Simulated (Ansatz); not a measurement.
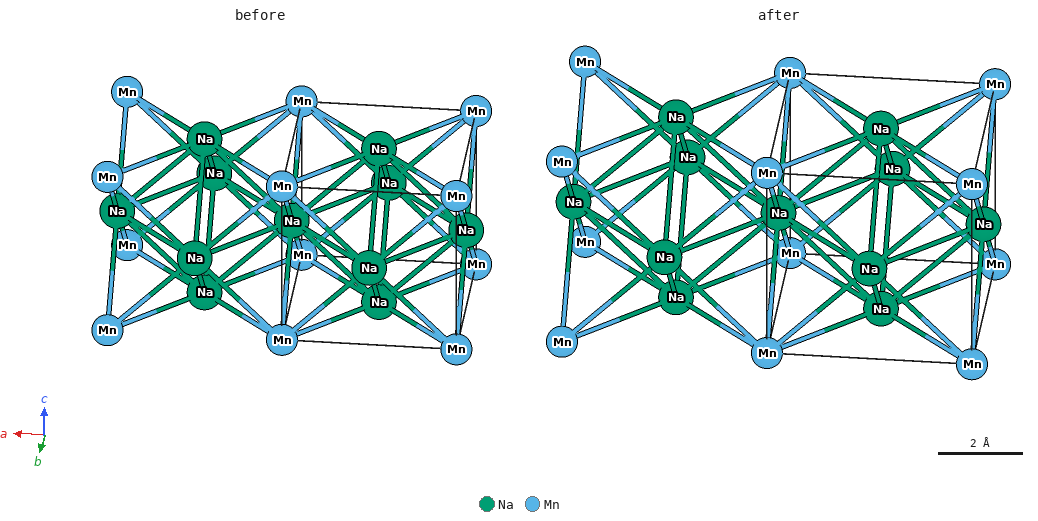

The structure of solid Na₃Mn (built on the Cu3Au (L1_2)_221 type) (coarse preliminary run) before (left) and after (right) a relaxation, at one scale.

The picture is a ball-and-stick view of the cell of the calculation, repeated 2 × 1 × 1 with one cell outlined, seen from a free direction.

Case: Cu3Au (L1_2) type (Pm-3m, No. 221).

The calculation used Ansatz 0.2.0, DFT PBE, scalar-relativistic, plane waves, PAW. Settings: plane-wave cutoff 420 eV; k-point mesh 4 × 4 × 4; occupations gaussian; smearing width 0.1 eV; collinear spin; cell and atoms relaxed; force threshold 0.04 eV/Å; at most 70 steps.

What changed between the two?

Answer. The atoms keep their places relative to the cell (all moves are under 0.005 Å). The volume changes by +62.2 %, with a = b = c 4.188 → 4.921 Å (+17.5 %). Near-neighbour distances that change, for instance: Mn–Na 2.961 → 3.480 Å, Na–Na 2.961 → 3.480 Å. The space group stays Pm-3m (No. 221). Over 5 accepted moves (7 points after the start) the energy falls by 327 meV per atom. All forces vanish by symmetry, so only the cell relaxes. Pressure: 13.70 GPa at the start and −0.08 GPa at the end. The SCF was repeated twice at an unchanged geometry on a basis and grid sized afresh for the cell, which shifted the energy by 17.2 meV per atom at most. Cost: 23 s on 1 thread of Intel(R) Xeon(R) Platinum 8375C CPU @ 2.90GHz (Ice Lake), on a shared host, peak memory 0.42 GiB.

Limits of the set-up: the k-point mesh is coarse for a cell with partly filled bands.
